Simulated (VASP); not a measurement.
Band structure of PtAl$_{2}$ (fluorite). Computed with PBE GGA with D3 dispersion (Becke-Johnson damping), VASP's PBE PAW potentials (set 64) (plane waves; VASP).

Unless said otherwise, spin-orbit coupling is left out, though it shifts the bands of the heavy elements here.

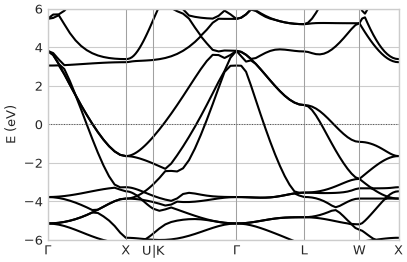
Bands along high-symmetry lines, zero at the valence-band maximum or, without a gap, the Fermi level

Q: Read the plot: is there a gap, and where are the band edges?

A: It has no gap at this level: it comes out as a metal or semimetal. (Edges off the drawn lines would not show.)

The compound is PtAl2 in the fluorite structure. It was relaxed first.
